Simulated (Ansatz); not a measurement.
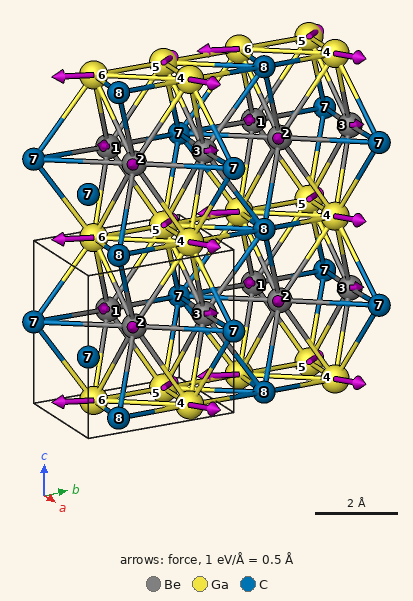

Starting geometry of solid Be3Ga3C2 (a generated structure, set up in P-6m2) (coarse preliminary run) with the computed forces as purple arrows. The picture is a ball-and-stick view of the cell of the calculation, repeated 1 × 2 × 2 with one cell outlined, seen slightly off an axis.

Method: DFT PBE, scalar-relativistic, plane waves, PAW in Ansatz.

Input file:
```yaml
crystal:
  lattice:
    - [5.04521576, 0.0, 0.0]
    - [-2.52260788, 4.36928502, 0.0]
    - [0.0, 0.0, 4.03287605]
  atoms:
    - { symbol: Be, position: [0.012549, 0.5062745, 0.5] }
    - { symbol: Be, position: [0.4937255, 0.5062745, 0.5] }
    - { symbol: Be, position: [0.4937255, 0.987451, 0.5] }
    - { symbol: Ga, position: [0.653332, 0.826666, 0.0] }
    - { symbol: Ga, position: [0.173334, 0.826666, 0.0] }
    - { symbol: Ga, position: [0.173334, 0.346668, 0.0] }
    - { symbol: C, position: [0.0, 0.0, 0.5] }
    - { symbol: C, position: [0.66666667, 0.33333333, 0.0] }
basis:
  ecutwfc: 420
kpoints:
  mp_grid: { grid: [6, 6, 4] }
hamiltonian:
  xc: pbe
scf:
  occupations: { method: gaussian, width: 0.1 }
  lower_state_search: "off"
output:
  forces: true
  stress: true
  eigenvalues: true
relax:
  adjacent_minimum: "off"
  f_tol: 0.04
  max_steps: 70
  cell: { stress_tol: 0.4 }
```

Launched with:
```bash
ansatz run input.yaml --threads 1 --pin off --max-ram 2560MiB --backend cpu --events-out ev --progress --plain --runs-dir out
```

**What follows when this structure is relaxed?**

It isn't relaxed: the largest force vector, on Ga atoms, is 2.16 eV/Å. The final displacements follow the starting forces only in part (cosine between the two patterns 0.51). After 15 accepted moves (17 points after the start) the energy has fallen by 5.900 eV per cell of the calculation. The largest force component goes from 2.2 to 0.018 eV/Å. The pressure goes from 4.69 to 0.16 GPa. The SCF was repeated twice at an unchanged geometry on a basis and grid sized afresh for the cell, which shifted the energy by 0.438 eV per cell of the calculation at most. The largest moves relative to the cell, 0.75 Å, are those of Be1, Be2 and Be3. Be2 goes along [1 −1 0]. Largest moves by element: Be 0.75 Å, Ga 0.15 Å. C stays in place. The drawn cell changes as follows: a = b 5.045 → 6.545 Å (+29.7 %), c 4.033 → 2.670 Å (−33.8 %); the volume changes by +11.4 %. Among the contacts that change: Ga4–Ga5 2.422 → 3.403 Å, Be1–C7 2.523 → 3.342 Å, Ga4–C8 2.523 → 3.273 Å, Be1–C8 2.520 → 1.802 Å. Bonds break: Ga4–Ga5 (2.42 → 3.40 Å), Ga4–Ga6 (2.42 → 3.40 Å), Ga5–Ga6 (2.42 → 3.40 Å). Among the angles between lasting bonds that change: Be1–Ga6–Be2 59.3° → 112.1°, Ga4–Be2–Ga4 110.5° → 59.7°, Be1–Ga6–Be1 110.5° → 59.7°. The space group stays P-6m2 (No. 187). The run took 99 s on 1 thread of Intel(R) Xeon(R) 6975P-C (Granite Rapids), with other jobs on the host, peak memory 0.42 GiB.

Limits of the set-up: the k-point mesh is coarse for a cell with partly filled bands.
